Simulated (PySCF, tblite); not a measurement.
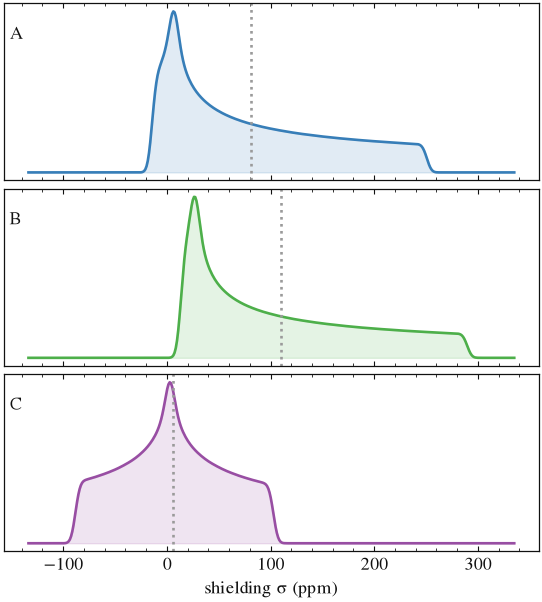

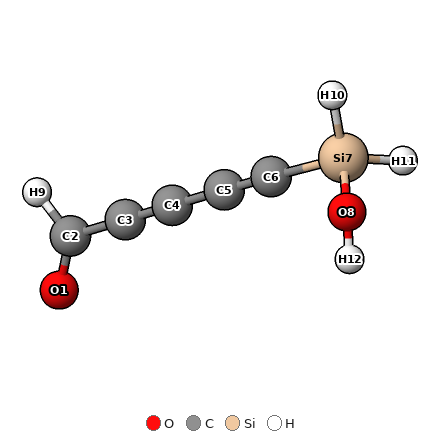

Static powder patterns (¹³C) from GIAO shielding tensors of C₅H₄O₂Si, SMILES O=CC#CC#C[SiH2]O, PBE0/pcSseg-1 in PySCF 2.14.0, at a GFN2-xTB geometry (a minimum by its frequencies); absolute shielding, one fixed geometry of the isolated molecule without any motion, no dipolar terms. The dotted line is the isotropic value; skew is 3(σiso − σ22)/span.

Question: The panels belong to C2, C3 and C6. Which is which?

Answer: panel A: C6, σ11, σ22, σ33 = −14, 7, 251 ppm, isotropic 81, span 265 ppm, skew 0.84; panel B: C3, σ11, σ22, σ33 = 13, 27, 290 ppm, isotropic 110, span 276 ppm, skew 0.90; panel C: C2, σ11, σ22, σ33 = −88, 3, 103 ppm, isotropic 6, span 191 ppm, skew 0.05.

Caveats: the tight-binding geometry is rougher than a DFT one and adds to the error.
